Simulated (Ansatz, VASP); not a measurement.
# Cross-check of NbFeF6 between VASP and Ansatz

One calculation is typed for both programs; each brings its own data sets and cutoff. How far apart do they land?

Method: plane waves, with VASP 6.6.1 beside it; single point at PBEsol, in Ansatz 0.2.0.

## Step 1: The structure

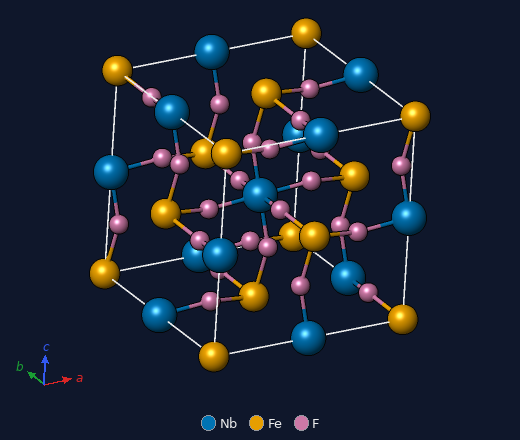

The cell as given, slightly off an axis (niobium blue, iron orange, fluorine pink). Bonds to atoms that aren't drawn are left out. Some periodic images of atoms are drawn too.

## Step 2: Ansatz: single point, PBEsol

Ansatz runs on its default PAW (the set named soft_2) files.

A single point gives forces, pressure and levels at one fixed geometry, so differences don't come from the geometry; what else differs is listed under the comparison.

Contents of input.yaml:

```yaml
crystal:
  lattice:
    - [-5.5047660967, -3.1781782077, 4.62349309]
    - [5.5047661139, -3.1781781779, 4.62349309]
    - [-1.71e-08, 6.3563563855, 4.62349309]
  atoms:
    - { symbol: Nb, position: [0.5, 0.5, 0.5] }
    - { symbol: Nb, position: [0.0, 0.0, 0.5] }
    - { symbol: Nb, position: [0.0, 0.5, 0.0] }
    - { symbol: Nb, position: [0.5, 0.0, 0.0] }
    - { symbol: Fe, position: [0.0, 0.0, 0.0], spin: 3.0 }
    - { symbol: Fe, position: [0.5, 0.5, 0.0], spin: 3.0 }
    - { symbol: Fe, position: [0.5, 0.0, 0.5], spin: 3.0 }
    - { symbol: Fe, position: [0.0, 0.5, 0.5], spin: 3.0 }
    - { symbol: F, position: [0.4617090023, 0.2518225823, 0.5358890502] }
    - { symbol: F, position: [0.9617090023, 0.7518225823, 0.5358890502] }
    - { symbol: F, position: [0.9617090023, 0.2518225823, 0.0358890503] }
    - { symbol: F, position: [0.4617090023, 0.7518225823, 0.0358890502] }
    - { symbol: F, position: [0.5358890502, 0.4617090022, 0.2518225823] }
    - { symbol: F, position: [0.0358890503, 0.9617090023, 0.2518225823] }
    - { symbol: F, position: [0.0358890503, 0.4617090023, 0.7518225823] }
    - { symbol: F, position: [0.5358890503, 0.9617090023, 0.7518225823] }
    - { symbol: F, position: [0.2518225823, 0.5358890503, 0.4617090022] }
    - { symbol: F, position: [0.7518225823, 0.0358890503, 0.4617090022] }
    - { symbol: F, position: [0.7518225823, 0.5358890503, 0.9617090022] }
    - { symbol: F, position: [0.2518225823, 0.0358890503, 0.9617090022] }
    - { symbol: F, position: [0.5382909978, 0.7481774177, 0.4641109497] }
    - { symbol: F, position: [0.0382909978, 0.2481774177, 0.4641109497] }
    - { symbol: F, position: [0.0382909978, 0.7481774177, 0.9641109498] }
    - { symbol: F, position: [0.5382909978, 0.2481774177, 0.9641109498] }
    - { symbol: F, position: [0.4641109498, 0.5382909978, 0.7481774177] }
    - { symbol: F, position: [0.9641109498, 0.0382909978, 0.7481774177] }
    - { symbol: F, position: [0.9641109498, 0.5382909978, 0.2481774177] }
    - { symbol: F, position: [0.4641109498, 0.0382909978, 0.2481774177] }
    - { symbol: F, position: [0.7481774177, 0.4641109498, 0.5382909977] }
    - { symbol: F, position: [0.2481774177, 0.9641109498, 0.5382909978] }
    - { symbol: F, position: [0.2481774177, 0.4641109498, 0.0382909977] }
    - { symbol: F, position: [0.7481774177, 0.9641109498, 0.0382909978] }
hamiltonian:
  xc: pbesol
  pseudopotentials: { kind: paw }
magnetization:
  spin_polarized: true
kpoints:
  mp_grid: { grid: [3, 3, 3] }
scf:
  occupations: { method: methfessel_paxton, width: 0.2 }
  n_extra_bands: 20
output:
  forces: true
  stress: true
  eigenvalues: true
  write_density: true
  write_potential: true
  elf: true
  volumetric_format: npy
```

The run is started by

```bash
> ansatz run input.yaml --threads 4 --pin off --max-ram 18432MiB --backend cpu --events-out ev --progress --plain --runs-dir out
```

Numbers of over 12 decimals in the logs are rounded to 6 here.

Log:

```text
Warning: the band count 162 (scf.n_extra_bands) hosts the net moment |M| = 12.0000 μB (N_el = 284) but caps the reachable moment at 2·n_bands − N_el = 40.0000 μB, below the 180 bands that the automatic rule leaves for it — a moment growing past the seed, or the majority channel's smearing tail, pins there with fewer empty majority states than that count leaves; raise or omit scf.n_extra_bands unless the cap is intended
scf.n_extra_bands = 20 over 142 filled bands (N_el = 284.0): the run solves 162 bands
Engine: ansatz 0.2.0, aarch64-unknown-linux-gnu
Pseudopotentials: kind: paw
Pseudopotential: Nb, paw, valence charge 13, recommended cutoff 420 eV (normal), Nb.paw.azcp
Pseudopotential: Fe, paw, valence charge 16, recommended cutoff 420 eV (normal), Fe.paw.azcp
Pseudopotential: F, paw, valence charge 7, recommended cutoff 420 eV (normal), F.paw.azcp
Functional definition: PBEsol
  exchange = pbesol_x
  correlation = pbesol_c
Crystal: 32 atoms, lattice volume = 485.332 Å³
Basis set: ecut = 420 eV, 9465 PW (Γ), exchange–correlation on 108×108×108 points (8 copies of the dense FFT grid, shifted against one another)
Bands: 162, of which v1, the nominal top of the filled ones, is band 142 counted from 1 (141 counted from 0)
Symmetry: 24 space group operations
Space group: R-3 (ITA 148), of the structure as read, at distance tolerance 7.9e-5 Å
Magnetic group: BNS 148.17 (UNI 1247), of the structure as read, at distance tolerance 7.9e-5 Å
k-points: 6 of 27
Non-local potential: Nb, projectors of the file, l = 0: 3, l = 1: 2, l = 2: 2, l = 3: 1
Non-local potential: Fe, projectors of the file, l = 0: 3, l = 1: 2, l = 2: 3, l = 3: 1
Non-local potential: F, projectors of the file, l = 0: 2, l = 1: 2, l = 2: 1
PAW form: soft (Blöchl's): semilocal exchange-correlation on the pseudo side does not see the compensation charge
PAW frozen core: Nb, regenerated for the run's functional, and the local potential with it (the file was generated under x = pbe(κ = 0.804, μ = 0.219515), c = pbe(β = 0.066725))
PAW frozen core: Fe, regenerated for the run's functional, and the local potential with it (the file was generated under x = pbe(κ = 0.804, μ = 0.219515), c = pbe(β = 0.066725))
PAW frozen core: F, regenerated for the run's functional, and the local potential with it (the file was generated under x = pbe(κ = 0.804, μ = 0.219515), c = pbe(β = 0.066725))
PAW one-centre angular grid: Nb, 590 points (default); XC on 64 Gauss nodes
PAW one-centre angular grid: Fe, 590 points (default); XC on 64 Gauss nodes
PAW one-centre angular grid: F, 110 points (default); XC on 64 Gauss nodes
Initial density: superposition of atomic densities (chi_scale 0.1, normalization cell, long waves kept (reshape's long-wave potential 0.02 eV rms))
Starting moments: Σ|m| = 12 μB on 4 of 32 sites
Initial wavefunctions: pseudopotential atomic-orbital guess
Functional: x = pbesol(κ = 0.804, μ = 0.123457), c = pbesol(β = 0.046)
SCF iter   1: F=—  HF=-55030.542466 eV  |F-HF|=—  |Δ(HF+E_count)|=         —  Δρ=1.26e-1 (↑1.11e-1 ↓1.26e-1)  dr2=2.66e2  dr2_m=1.18e0  M=12.000 μB ∫|m|=12.004 μB  β_m=0.30  ethr=3.10e-3  ⟨swp⟩=5.2  Hψ=7076  notcnv=0
Mixer restart at iter 1: flushing history
preconditioner: auto → none  [metal: Δε(μ)=0.006 eV  Ē_g=9.617 eV  σ=0.200 eV  W_gap=0.02  n_scr=122 (ndim 8)  ℏωp=25.0 eV  f_vac=0.207  D(μ)=25.71/eV (n_scr^D=250)  sad-step TF]
SCF iter   2: F=—  HF=-55008.558551 eV  |F-HF|=—  |Δ(HF+E_count)|=    2.20e1  Δρ=4.92e-2 (↑4.92e-2 ↓3.70e-2)  dr2=5.31e1  dr2_m=8.24e-1  M=12.000 μB ∫|m|=12.809 μB  β_m=0.37  ethr=3.10e-3  ⟨swp⟩=3.5  Hψ=4824  notcnv=0  defer=93
SCF iter   3: F=—  HF=-55002.734487 eV  |F-HF|=—  |Δ(HF+E_count)|=    5.82e0  Δρ=7.83e-2 (↑2.05e-2 ↓7.83e-2)  dr2=4.59e1  dr2_m=5.68e0  M=13.469 μB ∫|m|=18.660 μB  β_m=0.34  ethr=3.10e-3  ⟨swp⟩=3.5  Hψ=4494  notcnv=0  defer=80
SCF iter   4: F=—  HF=-55002.607514 eV  |F-HF|=—  |Δ(HF+E_count)|=   1.27e-1  Δρ=2.64e-2 (↑1.94e-2 ↓2.64e-2)  dr2=3.12e0  dr2_m=1.29e0  M=12.033 μB ∫|m|=16.888 μB  β_m=0.36  ethr=3.10e-3  ⟨swp⟩=3.4  Hψ=4194  notcnv=0  defer=11
SCF iter   5: F=—  HF=-55002.637180 eV  |F-HF|=—  |Δ(HF+E_count)|=   2.97e-2  Δρ=2.55e-2 (↑1.03e-2 ↓2.55e-2)  dr2=1.17e0  dr2_m=1.22e0  M=12.002 μB ∫|m|=18.445 μB  β_m=0.68  ethr=1.10e-3  ⟨swp⟩=3.0  Hψ=4138  notcnv=0  defer=11
SCF iter   6: F=—  HF=-55003.321260 eV  |F-HF|=—  |Δ(HF+E_count)|=   6.84e-1  Δρ=7.68e-3 (↑7.68e-3 ↓5.31e-3)  dr2=7.43e-1  dr2_m=4.34e-2  M=12.000 μB ∫|m|=19.556 μB  β_m=0.57  ethr=4.11e-4  ⟨swp⟩=2.1  Hψ=3878  notcnv=0  defer=11
SCF iter   7: F=—  HF=-55003.087288 eV  |F-HF|=—  |Δ(HF+E_count)|=   2.34e-1  Δρ=4.34e-3 (↑3.39e-3 ↓4.34e-3)  dr2=1.37e-1  dr2_m=3.77e-2  M=12.000 μB ∫|m|=19.516 μB  β_m=0.55  ethr=2.62e-4  ⟨swp⟩=2.0  Hψ=3474  notcnv=0  defer=13
SCF iter   8: F=—  HF=-55003.074946 eV  |F-HF|=—  |Δ(HF+E_count)|=         —  Δρ=1.02e-3 (↑9.63e-4 ↓1.02e-3)  dr2=2.37e-3  dr2_m=3.76e-3  M=12.000 μB ∫|m|=19.253 μB  β_m=0.55  ethr=4.83e-5  ⟨swp⟩=2.0  Hψ=3408  notcnv=0  defer=14
Mixer restart at iter 8: flushing history
[...]
Mixer restart at iter 14: flushing history
iteration 14: the input's own smearing fills from here on; a Gaussian of 0.2 eV has filled iterations ahead of it
[...]
SCF iter  19: F=—  HF=-55002.863277 eV  |F-HF|=—  |Δ(HF+E_count)|=   8.95e-5  S|Δr|=    0.00e0  Δρ=5.89e-5 (↑1.14e-5 ↓5.89e-5)  dr2=4.35e-6  dr2_m=4.24e-6  M=12.000 μB ∫|m|=19.275 μB  β_m=0.45  ethr=1.34e-9  ⟨swp⟩=3.0  Hψ=4521  notcnv=0  defer=11
SCF iter  20: F=—  HF=-55002.863284 eV  |F-HF|=—  |Δ(HF+E_count)|=   7.20e-6  S|Δr|=    0.00e0  Δρ=5.68e-5 (↑5.88e-6 ↓5.68e-5)  dr2=8.56e-6  dr2_m=4.03e-6  M=12.000 μB ∫|m|=19.273 μB  β_m=0.73  ethr=1.34e-9  ⟨swp⟩=2.0  Hψ=3614  notcnv=0  defer=11
SCF iter  21: F=—  HF=-55002.863298 eV  |F-HF|=—  |Δ(HF+E_count)|=   1.40e-5  S|Δr|=    0.00e0  Δρ=1.12e-4 (↑3.96e-5 ↓1.12e-4)  dr2=9.14e-5  dr2_m=9.95e-6  M=12.000 μB ∫|m|=19.267 μB  β_m=0.53  ethr=1.34e-9  ⟨swp⟩=2.0  Hψ=3724  notcnv=0  defer=11  recentre
SCF iter  22: F=—  HF=-55002.863291 eV  |F-HF|=—  |Δ(HF+E_count)|=   6.94e-6  S|Δr|=    0.00e0  Δρ=1.34e-5 (↑4.26e-6 ↓1.34e-5)  dr2=8.51e-7  dr2_m=2.81e-7  M=12.000 μB ∫|m|=19.274 μB  β_m=0.48  ethr=1.34e-9  ⟨swp⟩=2.0  Hψ=3724  notcnv=0  defer=11
SCF iter  23: F=-55002.863291 eV  HF=-55002.863291 eV  |F-HF|=5.35e-8  |Δ(HF+E_count)|=   2.10e-7  S|Δr|=    0.00e0  Δρ=4.87e-6 (↑1.09e-6 ↓4.87e-6)  dr2=8.92e-8  dr2_m=3.37e-8  M=12.000 μB ∫|m|=19.274 μB  ethr=3.52e-11  ⟨swp⟩=9.4  Hψ=13674  notcnv=0
SCF 1 converged in 23 iterations: F = -55002.863291 eV  dr2 = 8.92e-8
  greatest PAW one-centre occupation: 1.006 electrons in one spin orbital (limit 2), on the Fe atom at site 7 (counted from 0), in its partial waves of l = 1
this state was not tested for a lower state beside it, because cold or Methfessel-Paxton smearing, or corrected tetrahedra, fill the levels in a way that the test cannot read (fill_not_monotonic; see scf.lower_state_search)
SCF converged after 23 iterations
Magnetization: 12.0000 μB (148.0000 up, 136.0000 down)
Absolute magnetization: 19.2784 μB (∫|ρ↑−ρ↓|, with the PAW one-centre terms)
Spin contamination: 3.3549 ħ² per cell (⟨S²⟩ above its minimum at these occupations)
Per-site moments (μB) at R_I (Å): [(-0.471324, 0.822261), (-0.471324, 0.822261), (-0.471324, 0.822261), (-0.471324, 0.822261), (3.363194, 0.833542), (3.363194, 0.833542), (3.363194, 0.833542), (3.363194, 0.833542), (0.035357, 0.822261), (0.035357, 0.822261), (0.035357, 0.822261), (0.035357, 0.822261), (0.035357, 0.822261), (0.035357, 0.822261), (0.035357, 0.822261), (0.035357, 0.822261), (0.035357, 0.822261), (0.0353 [...]
Free energy (F): -55002.863291 eV
Harris-Foulkes:  -55002.863291 eV  (|F-HF|=5.35e-8)
Internal energy: -55002.863237 eV  (E = F + TS)
E sigma→0 (E₀):  -55002.863278 eV
Entropy (-TS):   -0.000054 eV (-0.002 meV/atom)
Fermi energy:    6.006444 eV
Step filling:    the computed levels leave a gap of 0.0344 eV = 0.2 smearing widths at the electron count; against every level under it full and every level over it empty, smearing changes F+E_penalty+E_count by +8.061 meV and its σ→0 estimate by +8.075 meV
--- Per-component energies (eV) ---
  E_band       = -3827.710774
  E_kinetic    = 7846.360867
  E_local      = -36233.826665  (includes V_loc(G=0)·N_el)
  E_nonlocal   = 3190.052919
  E_hartree    = 14218.030093
  E_xc         = -3013.590213
  E_vxc        = -3836.146169  (∫ρ·V_xc dr)
  E_paw        = -22077.883163  (= ΣΔE_a)
  E_vpaw       = -3230.240662  (= ΣTr[D̂ρ^β])
  E_aug_tail   = 0.051170  (compensation charges beyond the density's cutoff)
  E_ewald      = -18934.548511
  E_core_change = 2.490266  (= ΣΔE_core)
  E_smearing   = -0.000054  (= −TS)
  E_closure    = -0.000000  (closes the sum)
  Σ components = -55002.863291   (vs F -55002.863291, Δ=0.00e0)
--- Forces (eV/Å), atoms counted from 1 ---
  atom   1  Nb    -0.00000000    -0.00000000     0.00000000
  atom   2  Nb     0.00000000     0.00000000    -0.00000000
  atom   3  Nb     0.00000000     0.00000000     0.00000000
  atom   4  Nb     0.00000000     0.00000000     0.00000000
  atom   5  Fe    -0.00000000     0.00000000    -0.00000000
  atom   6  Fe     0.00000000     0.00000000    -0.00000000
  atom   7  Fe    -0.00000000    -0.00000000    -0.00000000
  atom   8  Fe     0.00000000     0.00000000    -0.00000000
  atom   9  F      0.20294037    -0.26368960     0.28716945
  atom  10  F      0.20294037    -0.26368960     0.28716945
  atom  11  F      0.20294037    -0.26368960     0.28716945
  atom  12  F      0.20294037    -0.26368960     0.28716945
  atom  13  F      0.12689171     0.30759631     0.28716945
  atom  14  F      0.12689171     0.30759631     0.28716945
  atom  15  F      0.12689171     0.30759631     0.28716945
  atom  16  F      0.12689171     0.30759631     0.28716945
  atom  17  F     -0.32983208    -0.04390671     0.28716945
  atom  18  F     -0.32983208    -0.04390671     0.28716945
  atom  19  F     -0.32983208    -0.04390671     0.28716945
  atom  20  F     -0.32983208    -0.04390671     0.28716945
  atom  21  F     -0.20294037     0.26368960    -0.28716945
  atom  22  F     -0.20294037     0.26368960    -0.28716945
  atom  23  F     -0.20294037     0.26368960    -0.28716945
  atom  24  F     -0.20294037     0.26368960    -0.28716945
  atom  25  F     -0.12689171    -0.30759631    -0.28716945
  atom  26  F     -0.12689171    -0.30759631    -0.28716945
  atom  27  F     -0.12689171    -0.30759631    -0.28716945
  atom  28  F     -0.12689171    -0.30759631    -0.28716945
  atom  29  F      0.32983208     0.04390671    -0.28716945
  atom  30  F      0.32983208     0.04390671    -0.28716945
  atom  31  F      0.32983208     0.04390671    -0.28716945
  atom  32  F      0.32983208     0.04390671    -0.28716945
  max |Σ_I F_I| component: 6.66e-16 eV/Å
--- Stress (GPa, compression-positive) ---
       -2.171671      -0.000010       0.000000
        0.000010      -2.171671      -0.000000
        0.000000      -0.000000      -2.058428
  P = ⅓ Tr σ = -2.1339 GPa (-21.339 kbar)
--- Band table (eV; the first three rows and the last of 12) ---
  k-point 0 ↑: bands = [... 138 lower, 3.0642, 3.0642, 3.5363, 3.5363, 3.5624, 3.5624, 3.5624, 3.8289, ... 16 higher]
  k-point 1 ↑: bands = [... 138 lower, 3.0643, 3.0711, 3.5389, 3.5520, 3.7237, 3.7273, 3.8118, 3.8495, ... 16 higher]
  k-point 2 ↑: bands = [... 138 lower, 3.0490, 3.0578, 3.6839, 3.7213, 3.7254, 3.8262, 3.9292, 3.9324, ... 16 higher]
  k-point 5 ↓: bands = [... 138 lower, 6.1312, 6.1388, 6.1782, 6.1852, 6.2055, 6.2355, 6.2541, 6.2543, ... 16 higher]
```

The job ended after 68 s (4 threads of Arm Neoverse V1, shared host; peak memory 2.2 GiB).

The run ends at a pressure of -2.13 GPa, with forces up to 0.44 eV/Å.

(Part 1 of 2 ends here.)

[Lines on the potential files, build, host, timing and source positions are cut from VASP's logs without a mark.]

[Logs are printed without paths, hosts, clocks, repeated set-up lines and the standing remarks that a program may print on its own settings, such as how far it seeks lower states.]

[Hosts, paths, dates, database ids (printed as entryN), source tags and the programs' standing remarks are cut or masked in the printed files.]
